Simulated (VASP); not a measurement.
Band structure of Na₃Tl (space group Fm-3m). Calculation: PBEsol GGA, VASP's PBE PAW potentials (set 64) (plane waves; VASP).

Unless said otherwise, spin-orbit coupling is left out, though it shifts the bands of the heavy elements here.

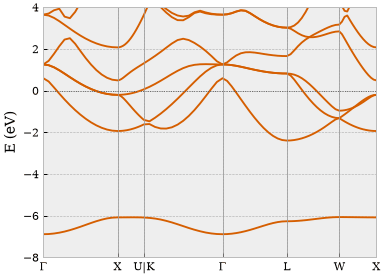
Figure. Bands along high-symmetry lines, zero at the valence-band maximum or, without a gap, the Fermi level

Problem. Read the plot: is there a gap, and where are the band edges?

Solution. It has no gap at this level: it comes out as a metal or semimetal. (Edges off the drawn lines would not show.)

The structure comes from a computed database's Na3Tl entry (Fm-3m); how it stands against other phases isn't given here. It was relaxed first.
